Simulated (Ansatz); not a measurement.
**AlBH8SSi2: density, localisation and related maps**

Input

```
crystal:
  periodic: [false, false, false]
  atoms:
    - { symbol: B, position_ang: [-1.124, -0.3838, 2.2089] }
    - { symbol: Si, position_ang: [-1.4284, -1.0309, 0.4019] }
    - { symbol: Al, position_ang: [-0.0669, 0.1777, -1.0835] }
    - { symbol: Si, position_ang: [2.3701, 0.217, -0.7155] }
    - { symbol: S, position_ang: [-0.9347, 1.3272, -2.813] }
    - { symbol: H, position_ang: [-0.1, -0.3469, 2.6895] }
    - { symbol: H, position_ang: [-2.0584, 0.1277, 2.7889] }
    - { symbol: H, position_ang: [-2.7913, -0.8494, -0.0056] }
    - { symbol: H, position_ang: [-1.0542, -2.4345, 0.4108] }
    - { symbol: H, position_ang: [2.5763, 0.7712, 0.6409] }
    - { symbol: H, position_ang: [2.8073, -1.1664, -0.7615] }
    - { symbol: H, position_ang: [2.9575, 1.0411, -1.7276] }
    - { symbol: H, position_ang: [-1.1327, 2.5151, -2.0195] }
basis:
  gaussian:
    orbitals: def2-TZVP
hamiltonian:
  xc: r2scan
output:
  orbitals: {}
  forces: true
```

Launched as:

```sh
python albh8ssi2.py
```

Not at a stationary point (largest force 1.9 eV/Å).

The calculation used SCF r2SCAN, Gaussian basis (Ansatz 0.2.0).

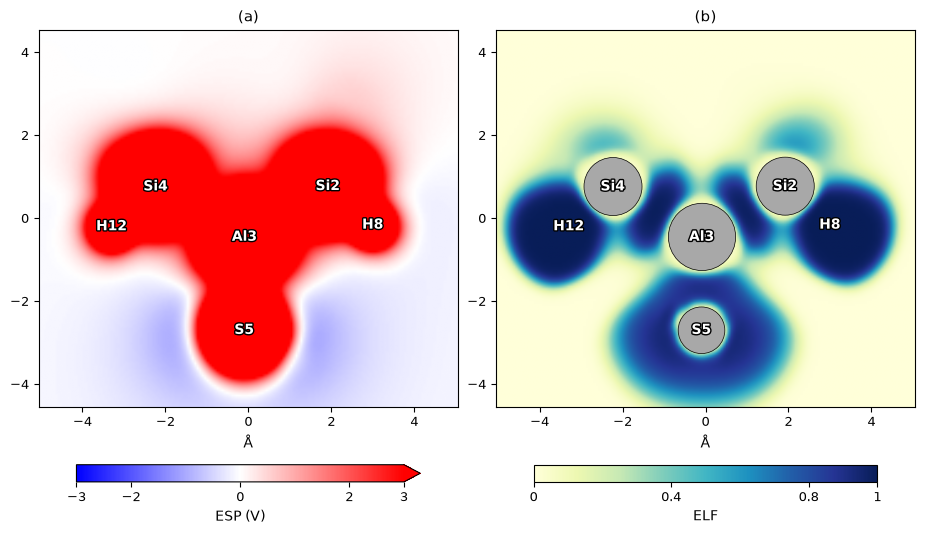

Figure 1. (a) electrostatic potential; (b) electron localisation function on the plane of atoms Si4, Al3 and S5. Grey discs cover the atomic cores in the ELF map.

> Describe what can be read from this map.

- Atoms in the plane: Si, Al, S and H.
- Al–S (2.25 Å): the ELF peaks at about 0.90 in the valence shell of S, 1.0 Å from its nucleus, and is about 0.90 at the midpoint.
- Al–Si (2.35 Å): the ELF peaks at about 1 between the atoms; a shared electron pair.
- Al–Si (2.46 Å): the ELF peaks at about 1 between the atoms: localised, covalent bonding.
- Si–H (1.43 Å): the ELF climbs to about 1 towards the hydrogen, as it does in any bond to H.
- The ELF also peaks beside S5, away from the bonds: lone-pair regions.
- Outside the dense part of the molecule the potential is most negative (−1.0 V) near S5.

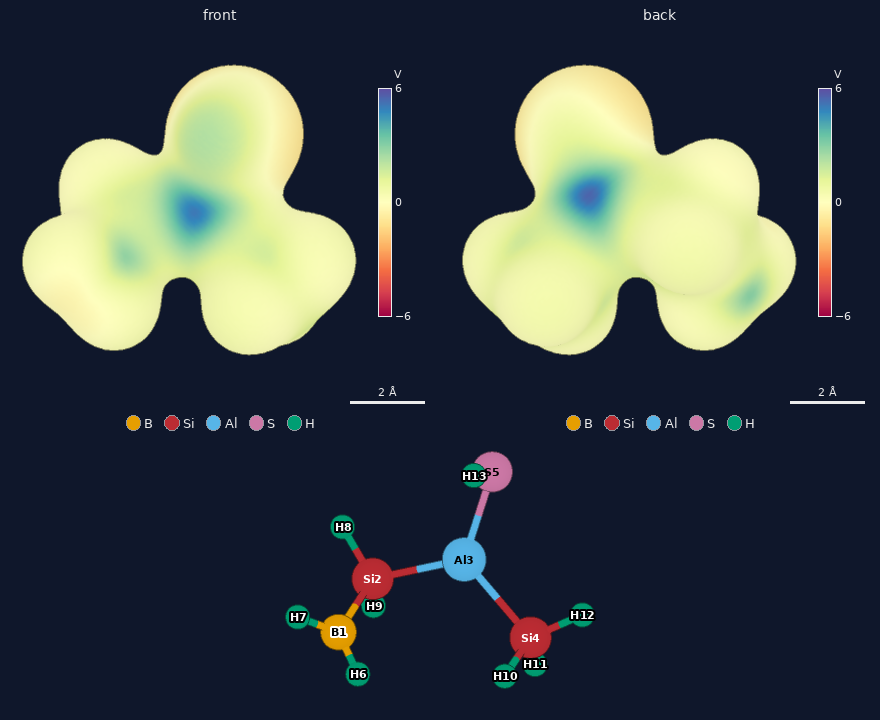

Figure 2. The electrostatic potential painted on the density surface at 0.004 e/bohr³, seen from the front and from behind; the colour scale runs from red (negative) to blue (positive). The bare structure is drawn below in the same view.

> Where is the surface potential most negative and most positive?

The most negative region (about −1.0 V) lies over S5, the most positive (about +5.0 V) over Al3.

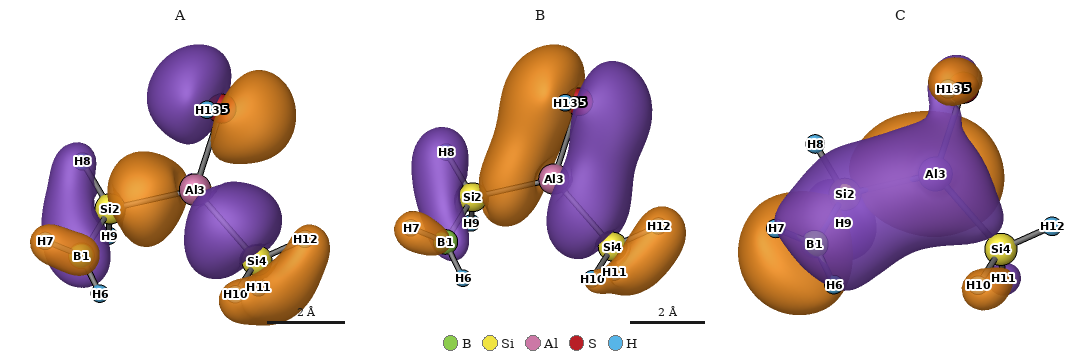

Figure 3. Three frontier orbitals at ±0.06 Å⁻³ᐟ² (orange and purple are the two phases), in no order.

> Order the three orbitals by energy and name them.

B is the HOMO−1 (−6.93 eV). By Hirshfeld shares it lies mainly on S5 (about 50 %), Al3 (about 20 %), Si4 (about 10 %) and Si2 (about 10 %). A is the HOMO (−5.86 eV). By Hirshfeld shares it lies mainly on S5 (about 35 %), Si4 (about 20 %), Al3 (about 15 %) and Si2 (about 15 %). C is the LUMO (−3.40 eV). Its weight (Hirshfeld) is mainly on B1 (about 30 %), Al3 (about 30 %) and Si2 (about 15 %).

> What is the HOMO–LUMO gap?

2.46 eV between the orbital energies.
